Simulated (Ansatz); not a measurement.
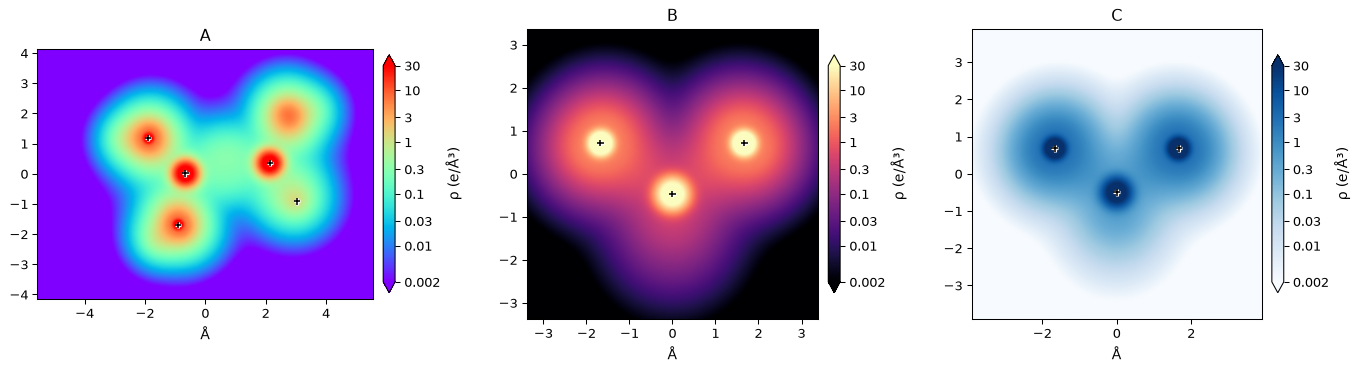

The total electron density of 3 systems, each on a plane through atoms (crosses mark nuclei in the plane).

Method: Ansatz, RKS PBE0-D4/def2-TZVP.

System 1: Al2H6O6, the plane of atoms O4, Al1 and O5. Geometry: r2SCAN-D4/def2-SVP.

```csv
atom,x (Å),y (Å),z (Å)
Al,-0.1020,-1.0385,-0.5398
Al,0.3245,1.2093,1.1241
O,1.9299,1.6788,1.4806
O,1.0250,-2.1392,-1.1772
O,-1.8002,-1.0558,-0.8441
O,-1.0693,1.4662,-1.3649
O,0.3862,-0.6689,1.1850
O,0.0371,0.8107,-0.6924
H,-1.7434,0.7454,-1.2850
H,-2.3904,-1.7934,-1.0078
H,1.0585,-2.4834,-2.0717
H,1.0649,-1.1518,1.6734
H,2.2258,2.5565,1.7303
H,-0.9467,1.8640,1.7895
```

System 2: Cl3HSi, the plane of atoms Cl4, Si1 and Cl5. Geometry: r2SCAN-D4/def2-SVP.

```yaml
atoms:
  - { symbol: Si, position_ang: [0.0008, -0.0014, 0.1185] }
  - { symbol: H, position_ang: [0.0081, -0.0158, 1.5932] }
  - { symbol: Cl, position_ang: [1.9270, 0.0105, -0.5809] }
  - { symbol: Cl, position_ang: [-0.9717, 1.6744, -0.5485] }
  - { symbol: Cl, position_ang: [-0.9642, -1.6677, -0.5824] }
```

System 3: Cl4Si (SiCl4), the plane of atoms Cl4, Si1 and Cl5. Geometry: PBE-D4/def2-SVP.

```xyz
5

Si    0.0007   -0.0004   -0.0001
Cl    0.0099   -0.0175    2.0517
Cl    1.9316    0.0110   -0.6943
Cl   -0.9747    1.6783   -0.6638
Cl   -0.9676   -1.6714   -0.6935
```

Match each panel to its system.

Answer. Panel A is system 1, Al2H6O6: the plane holds Al, O and H. Al–O (1.70 Å): ρ is about 0.9 e/Å³ halfway. Panel B is system 3, Cl4Si: the plane holds Si and Cl. Si–Cl (2.05 Å): ρ at the midpoint is about 0.93 e/Å³. Panel C is system 2, Cl3HSi: the plane holds Si and Cl. Si–Cl (2.05 Å): ρ at the midpoint is about 0.93 e/Å³.
